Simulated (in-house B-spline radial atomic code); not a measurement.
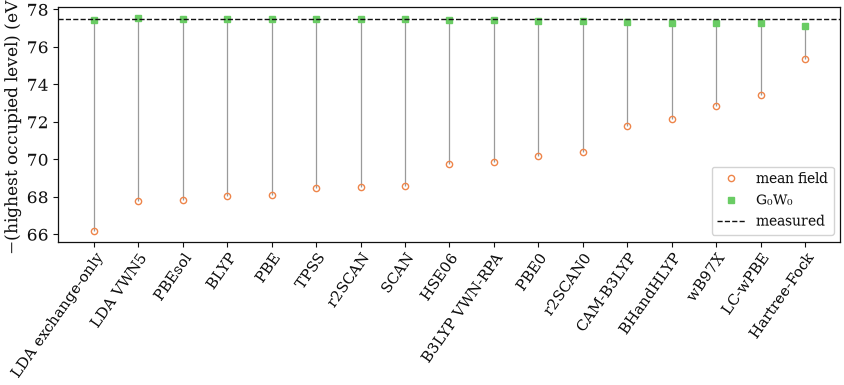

Binding energy of the highest level (2s) of N³⁺ ([He] 2s²) on 17 mean-field starts and after G₀W₀. All-electron spherical atom, scalar X2C, no spin-orbit coupling, Breit or QED terms; computed with a B-spline radial code.

Question: Describe the starting-point dependence.

Answer: The mean-field values spread from 66.19 eV (LDA exchange-only) to 75.33 eV (Hartree-Fock); after G₀W₀ they lie between 77.10 eV (Hartree-Fock) and 77.55 eV (LDA VWN5), so the spread shrinks from 9.14 to 0.45 eV. The measured removal energy is 77.47 eV; the nearest G₀W₀ value is that on TPSS (77.47 eV).

```tsv
Start	Mean field (eV)	G₀W₀ (eV)	RPA correlation (hartree)
LDA exchange-only	66.19	77.46	−0.253
LDA VWN5	67.80	77.55	−0.254
PBEsol	67.85	77.51	−0.252
BLYP	68.07	77.48	−0.253
PBE	68.12	77.49	−0.252
TPSS	68.49	77.47	−0.246
r2SCAN	68.52	77.51	−0.243
SCAN	68.56	77.51	−0.243
HSE06	69.76	77.42	−0.229
B3LYP VWN-RPA	69.86	77.42	−0.230
PBE0	70.18	77.40	−0.225
r2SCAN0	70.41	77.41	−0.221
CAM-B3LYP	71.77	77.34	−0.214
BHandHLYP	72.16	77.29	−0.207
wB97X	72.83	77.28	−0.205
LC-wPBE	73.42	77.29	−0.205
Hartree-Fock	75.33	77.10	−0.182
```
